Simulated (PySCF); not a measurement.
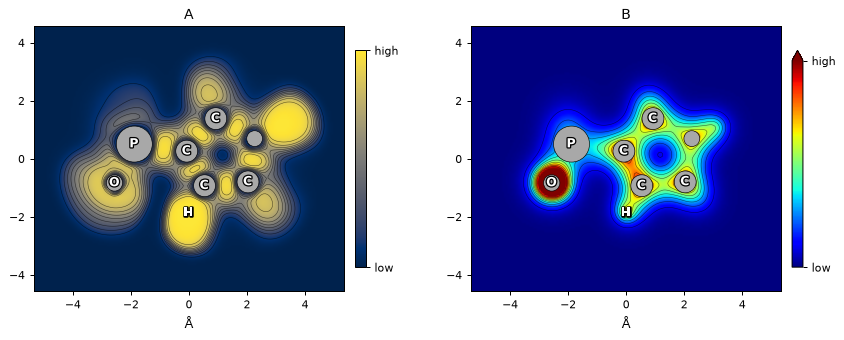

C$_{7}$H$_{8}$O$_{2}$P (charge −1): 2 fields on the plane of atoms C6, C7 and H12, with unlabelled colour scales. Grey discs cover the atomic cores.

Geometry: PBE0-D3(BJ)/def2-SVP.

These are results of B3LYP/def2-SVPD, SCF density, gas phase in PySCF, not measurements.

| atom | x (Å) | y (Å) | z (Å) |
| --- | --- | --- | --- |
| C | 3.5270 | 0.8702 | -0.4842 |
| C | 2.6678 | 0.7972 | 0.3787 |
| P | 1.3932 | 0.6999 | 1.6953 |
| O | 1.8589 | -0.3320 | 2.6851 |
| O | 1.0149 | 2.1160 | 2.0403 |
| C | 0.0170 | 0.0110 | 0.7136 |
| C | -0.5615 | -1.1781 | 0.9323 |
| C | -1.7924 | -1.3769 | 0.0884 |
| C | -1.6699 | -0.2552 | -0.9605 |
| C | -0.7450 | 0.7955 | -0.3219 |
| H | 4.2859 | 0.9388 | -1.2405 |
| H | -0.1998 | -1.8803 | 1.6882 |
| H | -2.7073 | -1.2605 | 0.7044 |
| H | -1.8613 | -2.3811 | -0.3672 |
| H | -2.6448 | 0.1516 | -1.2760 |
| H | -1.1836 | -0.6621 | -1.8630 |
| H | -0.0798 | 1.2873 | -1.0507 |
| H | -1.2963 | 1.6084 | 0.1841 |

Match the panels to the quantities (electron density and electron localisation function).

Answer. Panel A: electron localisation function. Panel B: electron density. From the grid: P–O (1.50 Å): the density is about 1.8 e/Å³ at the midpoint; the ELF peaks at about 0.85 between the atoms; a polar covalent bond. C–P (1.83 Å): ρ at the midpoint is about 1.2 e/Å³; the ELF peaks at about 0.95 between the atoms (a covalent bond).
